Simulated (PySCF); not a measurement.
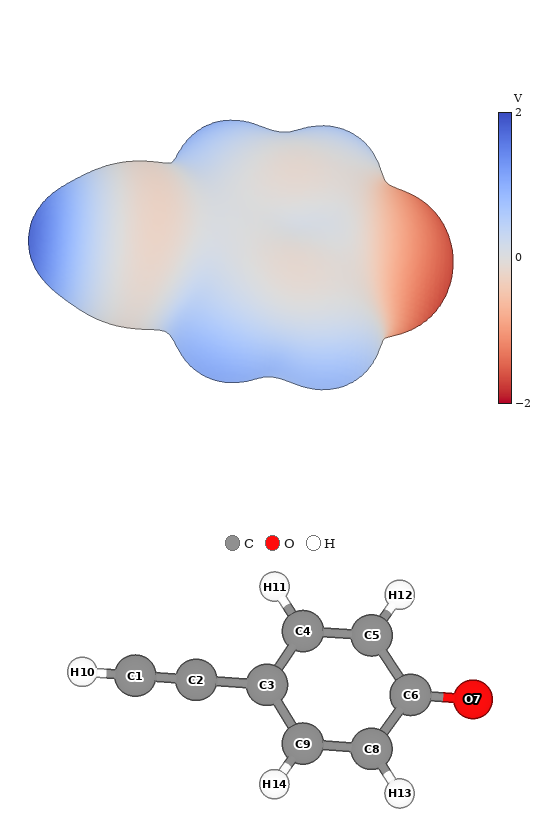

Figure. C₈H₅O (SMILES C#Cc1ccc([O])cc1) (doublet). The electrostatic potential painted on the density surface at 0.001 e/bohr³, seen at a tilt; the colour scale runs from red (negative) to blue (positive). The bare structure is drawn below in the same view.

Geometry: GFN2-xTB.

Level of theory: PySCF, UKS B3LYP, pcH-1 on C H O, non-relativistic, mean-field spin-orbit, GIAO.

```xyz
14

C     3.3198   -0.0097   -0.4227
C     2.1242   -0.0051   -0.2680
C     0.7348   -0.0016   -0.0923
C     0.0623    1.1978    0.2323
C    -1.2861    1.2114    0.4026
C    -2.0868    0.0054    0.2616
O    -3.3106    0.0075    0.4190
C    -1.3516   -1.2039   -0.0744
C    -0.0026   -1.1975   -0.2401
H     4.3609   -0.0125   -0.5572
H     0.6449    2.1019    0.3410
H    -1.8128    2.1206    0.6502
H    -1.9277   -2.1100   -0.1860
H     0.5306   -2.1047   -0.4881
```

**Where is the surface potential most negative and most positive?**

The most negative region (about −1.6 V, or −37 kcal/mol for a unit charge) lies over O7, the most positive (about +1.6 V, or +37 kcal/mol for a unit charge) over H10. O7 is the likeliest acceptor of a hydrogen bond.
